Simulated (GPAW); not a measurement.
**Calculation of the molecule and its ions of SiH2F2 (part 1 of 3)**

SiH2F2, SMILES [H][Si]([H])(F)F, computed with C09-vdW/dzp, scalar-relativistic datasets (GPAW 26.7.0).

The geometry comes from this level: GFN2-xTB.

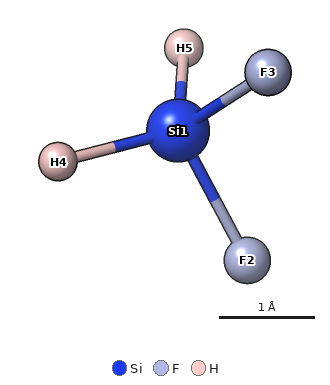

*The structure (ball-and-stick view, seen at a tilt; atoms are numbered from 1 in the order of the input).*

### Input (molecule_ipea.py)
```python
from ase import Atoms
from gpaw import GPAW

atoms = Atoms("SiFFHH",
    positions=[[ -0.091360,   0.000560,  -0.064290],
               [  0.009240,  -0.018840,   1.526500],
               [  1.436020,   0.010630,  -0.519740],
               [ -0.680140,   1.257800,  -0.455540],
               [ -0.673740,  -1.250150,  -0.486920]])
atoms.set_cell([12.0, 12.0, 12.0])
atoms.center()

energies = {}
for name, charge, unpaired in [("neutral", 0, 0), ("oxidised", 1, 1), ("reduced", -1, 1)]:
    atoms.set_initial_magnetic_moments([unpaired / len(atoms)] * len(atoms))
    calculator = GPAW(mode="lcao",
                      basis="dzp",
                      h=0.18,
                      xc={"name": "C09-vdW", "backend": "libvdwxc"},
                      charge=charge,
                      occupations={"name": "fermi-dirac", "width": 0.0, "fixmagmom": unpaired > 0},
                      maxiter=100,
                      symmetry="off",
                      txt="-")
    atoms.calc = calculator
    energies[name] = atoms.get_potential_energy()
    print(f'{name:10} {energies[name]:12.5f} eV')

ip = energies["oxidised"] - energies["neutral"]
print(f"Vertical IP: {ip:.3f} eV")
ea = energies["neutral"] - energies["reduced"]
print(f"Vertical EA: {ea:.3f} eV")
```

Machine: 1 thread of Intel Xeon @ 2.50GHz (Skylake/Cascade Lake), 189 GiB of memory available, shared host.

Command:
```bash
python molecule_ipea.py > molecule_ipea.log
```

### The program's output
```
__  _  _
 | _ |_)|_||  |
 |__||  | ||/\| - 26.7.0

units:  Angstrom and eV
cores:  1
OpenMP: False

Versions:
  Python: 3.12.14
  ASE:    3.29.0
  Numpy:  2.5.5
  Scipy:  1.18.1
  Libxc:  7.0.0

Input parameters:
  mode=LCAO(),
  basis={'default': 'dzp'},
  charge=0.0,
  h=0.18,
  maxiter=100,
  occupations=Occupations(name='fermi-dirac', width=0.0, fixmagmom=False),
  symmetry=Symmetry(point_group=False, time_reversal=False),
  xc=XC(name='C09-vdW', backend='libvdwxc')
        .----------------------------.
       /|                            |
      / |                            |
     /  |                            |
    /   |                            |
   /    |                            |
  /     |                            |
 *      |                            |
 |      |                            |
 |      |                            |
 |      |         F                  |
 |      |        H                   |
 |      |         Si  F              |
 |      |       H                    |
 |      |                            |
 |      .----------------------------.
 |     /                            /
 |    /                            /
 |   /                            /
 |  /                            /
 | /                            /
 |/                            /
 *----------------------------*

Atoms  # Å, Bohr magnetons
|   | symbol |        x |        y |        z |    initial magnetic moments |
|---|--------|----------|----------|----------|-----------------------------|
| 0 |     Si | 5.530700 | 5.996735 | 5.432330 | ( 0.0000,  0.0000,  0.0000) |
| 1 |      F | 5.631300 | 5.977335 | 7.023120 | ( 0.0000,  0.0000,  0.0000) |
| 2 |      F | 7.058080 | 6.006805 | 4.976880 | ( 0.0000,  0.0000,  0.0000) |
| 3 |      H | 4.941920 | 7.253975 | 5.041080 | ( 0.0000,  0.0000,  0.0000) |
| 4 |      H | 4.948320 | 4.746025 | 5.009700 | ( 0.0000,  0.0000,  0.0000) |

Unit cell  # Å
| periodic |         x |         y |         z |   lengths |    angles |
|----------|-----------|-----------|-----------|-----------|-----------|
|       no | 12.000000 |  0.000000 |  0.000000 | 12.000000 | 90.000000 |
|       no |  0.000000 | 12.000000 |  0.000000 | 12.000000 | 90.000000 |
|       no |  0.000000 |  0.000000 | 12.000000 | 12.000000 | 90.000000 |

Number of symmetries: 1
Symmetry operations  # r_c * U_cc + t_c -> r_c
|   | kind |            matrix            |
|---|------|------------------------------|
| 0 |  E   |  1, 0, 0,  0, 1, 0,  0, 0, 1 |

BZ-sampling:
  Number of BZ points: 1
  Number of IBZ points: 1

  Monkhorst-Pack size: [1, 1, 1]
  Monkhorst-Pack shift: [0, 0, 0]

K-points  # in reciprocal-cell coordinates
|   |                                coordinates |     weight |
|---|--------------------------------------------|------------|
| 0 | (  0.00000000,   0.00000000,   0.00000000) | 1.00000000 |

basis functions: 49
Spin-components: 1 (collinear spins)
Bands:           14
Projectors:      21
Spin-degeneracy: 2
Datatype:        <class 'float'>

  Storage: CPU
  Wave functions: 5_488 bytes (5_488 per core)

Parallelization:
  kpt:    1
  domain: 1
  band:   1

Density:
  Valence electrons: 20.0
  Components: 1
  Grid points: [68 68 68]
  Charge: 0.0  # |e|

Potential:
  Grid points: [68 68 68]

species:
  Si:
    name:    Silicon
    Z:       14.0
    valence: 4
    core:    10
    charge:  0.0  # [|e|]
    file:    Si.PBE.gz
    compensation charges:
      type: gauss
      rc: 0.33  # [Å]
      lmax: 2
    cutoffs:
      filter: 1.86  # [Å]
      core: 2.06  # [Å]
    projectors
    | kind |    occ | energy [eV] | rcut [Å] |
    |------|--------|-------------|----------|
    |   3s |  2.000 |     -10.812 |    1.058 |
    |   3p |  2.000 |      -4.081 |    1.058 |
    |    s |        |      16.399 |    1.058 |
    |    p |        |      23.130 |    1.058 |
    |    d |        |       0.000 |    1.058 |

    LCAO basis set for Si:
      Name: dzp
      File: Si.dzp.basis.gz
      Number of radial functions: 5
      Number of spherical harmonics: 13
        l=0, rc=6.8594 Bohr: 3s-sz confined orbital
        l=1, rc=9.0625 Bohr: 3p-sz confined orbital
        l=0, rc=3.8906 Bohr: 3s-dz split-valence wave
        l=1, rc=5.2344 Bohr: 3p-dz split-valence wave
        l=2, rc=9.0625 Bohr: d-type Gaussian polarization
      Number of RI-basis functions 0

  F:
    name:    Fluorine
    Z:       9.0
    valence: 7
    core:    2
    charge:  0.0  # [|e|]
    file:    F.PBE.gz
    compensation charges:
      type: gauss
      rc: 0.20  # [Å]
      lmax: 2
    cutoffs:
      filter: 1.14  # [Å]
      core: 0.74  # [Å]
    projectors
    | kind |    occ | energy [eV] | rcut [Å] |
    |------|--------|-------------|----------|
    |   2s |  2.000 |     -29.898 |    0.635 |
    |   2p |  5.000 |     -11.110 |    0.635 |
    |    s |        |      -2.687 |    0.635 |
    |    p |        |      16.102 |    0.635 |
    |    d |        |       0.000 |    0.635 |

    LCAO basis set for F:
      Name: dzp
      File: F.dzp.basis.gz
      Number of radial functions: 5
      Number of spherical harmonics: 13
        l=0, rc=3.8594 Bohr: 2s-sz confined orbital
        l=1, rc=4.8750 Bohr: 2p-sz confined orbital
        l=0, rc=2.0156 Bohr: 2s-dz split-valence wave
        l=1, rc=2.6094 Bohr: 2p-dz split-valence wave
        l=2, rc=4.8750 Bohr: d-type Gaussian polarization
      Number of RI-basis functions 0

  H:
    name:    Hydrogen
    Z:       1.0
    valence: 1
    core:    0
    charge:  0.0  # [|e|]
    file:    H.PBE.gz
    compensation charges:
      type: gauss
      rc: 0.15  # [Å]
      lmax: 2
    cutoffs:
      filter: 0.85  # [Å]
      core: 0.53  # [Å]
    projectors
    | kind |    occ | energy [eV] | rcut [Å] |
    |------|--------|-------------|----------|
    |   1s |  1.000 |      -6.494 |    0.476 |
    |    s |        |      20.717 |    0.476 |
    |    p |        |       0.000 |    0.476 |

    LCAO basis set for H:
      Name: dzp
      File: H.dzp.basis.gz
      Number of radial functions: 3
      Number of spherical harmonics: 5
        l=0, rc=6.4219 Bohr: 1s-sz confined orbital
        l=0, rc=3.6094 Bohr: 1s-dz split-valence wave
        l=1, rc=6.4219 Bohr: p-type Gaussian polarization
      Number of RI-basis functions 0

Reference energy: -13339.486145  # eV

eigensolver:
  <gpaw.new.lcao.eigensolver.LCAOEigensolver object at 0x7fb0005674a0>
density mixing:
  MSR1-Mixer
  Pratt-step length: 0.05
  Maximum mixing coefficient: 0.75
  Old densities: 10
  SVD Regularization: 0.005
  Good broyden scale: 1.0
  Trust region scale: 1.0
  Backstep threshold: 4.0
  History deletion threshold: 6.0
  Fourier metric: weight=20.0, sigma=0.015

occupation numbers:
  # Zero width

FastPoissonSolver using
    Stencil: 6*3+1=19 point O(h^6) finite-difference Laplacian
    FFT axes: []
    FST axes: [np.int64(0), np.int64(1), np.int64(2)]

xc functional:
  name: vdW-C09 with libvdwxc
  Mode: serial
  Semilocal: GGA_X_C09X+LDA_C_PW with 2 nearest neighbor stencil
  Corresponding non-local functional: vdW-DF
  Local blocksize: 136 x 136 x 136
  PAW datasets: PBE
interpolation: tri-quintic # 5. degree polynomial

        .----------------------------.
       /|                            |
      / |                            |
     /  |                            |
    /   |                            |
   /    |                            |
  /     |                            |
 *      |                            |
 |      |                            |
 |      |                            |
 |      |         F                  |
 |      |        H                   |
 |      |         Si  F              |
 |      |       H                    |
 |      |                            |
 |      .----------------------------.
 |     /                            /
 |    /                            /
 |   /                            /
 |  /                            /
 | /                            /
 |/                            /
 *----------------------------*

Atoms  # Å, Bohr magnetons
|   | symbol |        x |        y |        z |    initial magnetic moments |
|---|--------|----------|----------|----------|-----------------------------|
| 0 |     Si | 5.530700 | 5.996735 | 5.432330 | ( 0.0000,  0.0000,  0.0000) |
| 1 |      F | 5.631300 | 5.977335 | 7.023120 | ( 0.0000,  0.0000,  0.0000) |
| 2 |      F | 7.058080 | 6.006805 | 4.976880 | ( 0.0000,  0.0000,  0.0000) |
| 3 |      H | 4.941920 | 7.253975 | 5.041080 | ( 0.0000,  0.0000,  0.0000) |
| 4 |      H | 4.948320 | 4.746025 | 5.009700 | ( 0.0000,  0.0000,  0.0000) |

Unit cell  # Å
| periodic |         x |         y |         z |   lengths |    angles |
|----------|-----------|-----------|-----------|-----------|-----------|
|       no | 12.000000 |  0.000000 |  0.000000 | 12.000000 | 90.000000 |
|       no |  0.000000 | 12.000000 |  0.000000 | 12.000000 | 90.000000 |
|       no |  0.000000 |  0.000000 | 12.000000 | 12.000000 | 90.000000 |

Number of symmetries: 1
Symmetry operations  # r_c * U_cc + t_c -> r_c
|   | kind |            matrix            |
|---|------|------------------------------|
| 0 |  E   |  1, 0, 0,  0, 1, 0,  0, 0, 1 |

BZ-sampling:
  Number of BZ points: 1
  Number of IBZ points: 1

  Monkhorst-Pack size: [1, 1, 1]
  Monkhorst-Pack shift: [0, 0, 0]

K-points  # in reciprocal-cell coordinates
|   |                                coordinates |     weight |
|---|--------------------------------------------|------------|
| 0 | (  0.00000000,   0.00000000,   0.00000000) | 1.00000000 |

basis functions: 49
Spin-components: 1 (collinear spins)
Bands:           14
Projectors:      21
Spin-degeneracy: 2
Datatype:        <class 'float'>

  Storage: CPU
  Wave functions: 5_488 bytes (5_488 per core)

Parallelization:
  kpt:    1
  domain: 1
  band:   1

Density:
  Valence electrons: 20.0
  Components: 1
  Grid points: [68 68 68]
  Charge: 0.0  # |e|

Potential:
  Grid points: [68 68 68]

species:
  Si:
    name:    Silicon
    Z:       14.0
    valence: 4
    core:    10
    charge:  0.0  # [|e|]
    file:    Si.PBE.gz
    compensation charges:
      type: gauss
      rc: 0.33  # [Å]
      lmax: 2
    cutoffs:
      filter: 1.86  # [Å]
      core: 2.06  # [Å]
    projectors
    | kind |    occ | energy [eV] | rcut [Å] |
    |------|--------|-------------|----------|
    |   3s |  2.000 |     -10.812 |    1.058 |
    |   3p |  2.000 |      -4.081 |    1.058 |
    |    s |        |      16.399 |    1.058 |
    |    p |        |      23.130 |    1.058 |
    |    d |        |       0.000 |    1.058 |

    LCAO basis set for Si:
      Name: dzp
      File: Si.dzp.basis.gz
      Number of radial functions: 5
      Number of spherical harmonics: 13
        l=0, rc=6.8594 Bohr: 3s-sz confined orbital
        l=1, rc=9.0625 Bohr: 3p-sz confined orbital
        l=0, rc=3.8906 Bohr: 3s-dz split-valence wave
        l=1, rc=5.2344 Bohr: 3p-dz split-valence wave
        l=2, rc=9.0625 Bohr: d-type Gaussian polarization
      Number of RI-basis functions 0

  F:
    name:    Fluorine
    Z:       9.0
    valence: 7
    core:    2
    charge:  0.0  # [|e|]
    file:    F.PBE.gz
    compensation charges:
      type: gauss
      rc: 0.20  # [Å]
      lmax: 2
    cutoffs:
      filter: 1.14  # [Å]
      core: 0.74  # [Å]
    projectors
    | kind |    occ | energy [eV] | rcut [Å] |
    |------|--------|-------------|----------|
    |   2s |  2.000 |     -29.898 |    0.635 |
    |   2p |  5.000 |     -11.110 |    0.635 |
    |    s |        |      -2.687 |    0.635 |
    |    p |        |      16.102 |    0.635 |
    |    d |        |       0.000 |    0.635 |

    LCAO basis set for F:
      Name: dzp
      File: F.dzp.basis.gz
      Number of radial functions: 5
      Number of spherical harmonics: 13
        l=0, rc=3.8594 Bohr: 2s-sz confined orbital
        l=1, rc=4.8750 Bohr: 2p-sz confined orbital
        l=0, rc=2.0156 Bohr: 2s-dz split-valence wave
        l=1, rc=2.6094 Bohr: 2p-dz split-valence wave
        l=2, rc=4.8750 Bohr: d-type Gaussian polarization
      Number of RI-basis functions 0

  H:
    name:    Hydrogen
    Z:       1.0
    valence: 1
    core:    0
    charge:  0.0  # [|e|]
    file:    H.PBE.gz
    compensation charges:
      type: gauss
      rc: 0.15  # [Å]
      lmax: 2
    cutoffs:
      filter: 0.85  # [Å]
      core: 0.53  # [Å]
    projectors
    | kind |    occ | energy [eV] | rcut [Å] |
    |------|--------|-------------|----------|
    |   1s |  1.000 |      -6.494 |    0.476 |
    |    s |        |      20.717 |    0.476 |
    |    p |        |       0.000 |    0.476 |

    LCAO basis set for H:
      Name: dzp
      File: H.dzp.basis.gz
      Number of radial functions: 3
      Number of spherical harmonics: 5
        l=0, rc=6.4219 Bohr: 1s-sz confined orbital
        l=0, rc=3.6094 Bohr: 1s-dz split-valence wave
        l=1, rc=6.4219 Bohr: p-type Gaussian polarization
      Number of RI-basis functions 0

Reference energy: -13339.486145  # eV

eigensolver:
  <gpaw.new.lcao.eigensolver.LCAOEigensolver object at 0x7fb00043d6a0>
density mixing:
  MSR1-Mixer
  Pratt-step length: 0.05
  Maximum mixing coefficient: 0.75
  Old densities: 10
  SVD Regularization: 0.005
  Good broyden scale: 1.0
  Trust region scale: 1.0
  Backstep threshold: 4.0
  History deletion threshold: 6.0
  Fourier metric: weight=20.0, sigma=0.015

occupation numbers:
  # Zero width

FastPoissonSolver using
    Stencil: 6*3+1=19 point O(h^6) finite-difference Laplacian
    FFT axes: []
    FST axes: [np.int64(0), np.int64(1), np.int64(2)]

xc functional:
  name: vdW-C09 with libvdwxc
  Mode: serial
  Semilocal: GGA_X_C09X+LDA_C_PW with 2 nearest neighbor stencil
  Corresponding non-local functional: vdW-DF
  Local blocksize: 136 x 136 x 136
  PAW datasets: PBE
interpolation: tri-quintic # 5. degree polynomial

Initialization done in: 33.165 s

convergence criteria:
- Maximum [total energy] change in last 3 cyles: 0.0005 eV / valence electron
- Maximum integral of absolute [dens]ity change: 0.0001 electrons / valence electron
- Maximum integral of absolute [eigenst]ate change: 4e-08 eV^2 / valence electron
maximum number of iterations: 100

SCF iterations
|iter     |     time |      energy | eigst |  dens |
|---------|----------|-------------|-------|-------|
|iter:   1| 00:00:33 |   -5.685116 |      c|       |
|iter:   2| 00:00:45 |   -5.479900 |      c| -0.88 |
|iter:   3| 00:00:55 |   -4.649972 |      c| -0.92 |
|iter:   4| 00:01:06 |   -4.631007 |      c| -1.46 |
|iter:   5| 00:01:19 |   -4.626348 |      c| -1.93 |
|iter:   6| 00:01:29 |   -4.626401c|      c| -2.56 |
|iter:   7| 00:01:40 |   -4.626405c|      c| -3.29 |
|iter:   8| 00:01:51 |   -4.626405c|      c| -4.10c|

Converged in 8 steps
SCF loop duration: 78.029 s (9.754 s/step)
Energy contributions relative to reference atoms: (reference = -13339.486145)
```
